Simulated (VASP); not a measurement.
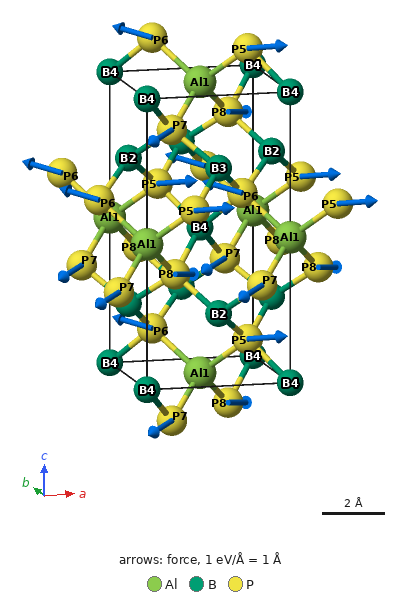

Starting geometry of a crystal of AlB₃P₄ (a generated structure, set up in I-42m) with the computed forces as blue arrows. A ball-and-stick model of the conventional cell (2 times the calculation's cell), seen slightly off an axis. Lengths and directions refer to the drawn axes.

The run lets cell and atoms move.

Computed with Kohn-Sham DFT of a periodic cell, PBE, VASP PAW PBE potentials, recommended in VASP 6.6.1.

The input:
```
PREC = Normal
ENCUT = 520
EDIFF = 1E-4
ISMEAR = 0
SIGMA = 0.15
LREAL = False
LASPH = True
NELM = 60
ALGO = Fast
ISIF = 3
LWAVE = False
LCHARG = False
GGA = PE
IBRION = 2
NSW = 24
EDIFFG = -0.08
KPAR = 4
```

Run as
```bash
cat potpaw_PBE.64/Al/POTCAR potpaw_PBE.64/B/POTCAR potpaw_PBE.64/P/POTCAR > POTCAR
mpirun -np 4 vasp_std > vasp.out
```

> Is this structure relaxed? If not, where do the atoms go?

It isn't relaxed: the largest force vector, on P atoms, is 1.55 eV/Å. The atoms end up moving mostly along the starting forces (cosine between the two patterns 1.00). The energy falls by 0.283 eV per cell of the calculation in 3 geometry steps. The largest force component goes from 1.1 to 0.014 eV/Å. Pressure: −2.14 GPa at the start and −0.02 GPa at the end. The largest moves relative to the cell, 0.084 Å, are those of P5, P6, P7 and P8. P5 goes along [1 −1 0]. B and Al stay in place. The volume changes by −2.7 %, with a = b 4.840 → 4.804 Å (−0.8 %), c 9.690 → 9.575 Å (−1.2 %). Among the contacts that change: B4–P5 2.067 → 1.987 Å, Al1–P5 2.231 → 2.283 Å, B2–P5 2.050 → 2.035 Å. Bond angles that change, for instance: P5–B4–P6 102.2° → 99.1°, Al1–P7–B2 106.2° → 103.4°, P5–Al1–P6 108.8° → 111.3°. The space group stays I-42m (No. 121).
